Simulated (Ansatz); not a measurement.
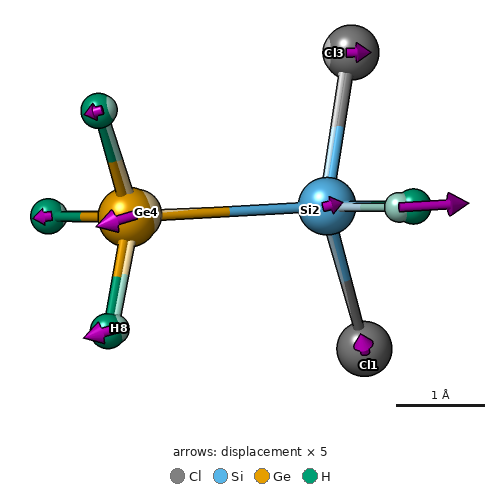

This is a relaxation of GeSiH$_{4}$Cl$_{2}$ (coarse preliminary run). The starting structure is drawn faded, the final one solid; purple arrows show the displacements, magnified 5 times. The two geometries are superimposed by the best rigid fit.

A ball-and-stick model, seen at a tilt.

The start comes from a force field.

Theory: RKS PBE-D4/def2-SVP in Ansatz 0.2.0.

Input file:
```yaml
crystal:
  periodic: [false, false, false]
  atoms:
    - {symbol: Cl, position_ang: [1.540900, -2.072500, 0.842100]}
    - {symbol: Si, position_ang: [1.056300, -0.046400, 0.319900]}
    - {symbol: Cl, position_ang: [2.200700, 0.531000, -1.329600]}
    - {symbol: Ge, position_ang: [-1.103000, 0.146200, -0.242000]}
    - {symbol: H, position_ang: [1.352800, 0.825600, 1.447500]}
    - {symbol: H, position_ang: [-1.496500, 1.619900, -0.618900]}
    - {symbol: H, position_ang: [-1.452100, -0.787300, -1.440900]}
    - {symbol: H, position_ang: [-2.006900, -0.273600, 0.966000]}
basis:
  gaussian: {orbitals: def2-SVP}
hamiltonian: {xc: pbe, dispersion: d4}
relax: {f_tol: 0.03, max_steps: 200}
```

Run as
```bash
ansatz run in.yaml --threads 4 --pin off --events-out ev --progress --plain --max-ram 10444MiB
```

Q: Describe the change and its energy.

A: Over 3 geometry steps the energy falls by 0.208 eV. The largest force component goes from 2.2 to 0.025 eV/Å. H5 moves most after the best rigid fit: 0.17 Å. Largest moves by element: H 0.17 Å, Ge 0.10 Å, Cl 0.06 Å, Si 0.05 Å. Some distances before and after: Si2–Ge4 2.240 → 2.387 Å, Cl1–Si2 2.148 → 2.083 Å, Si2–H5 1.456 → 1.501 Å, Ge4–H6 1.571 → 1.551 Å. Among the angles between lasting bonds that change: Ge4–Si2–H5 109.8° → 114.4°, Si2–Ge4–H6 112.5° → 109.5°, H6–Ge4–H8 107.0° → 109.2°.
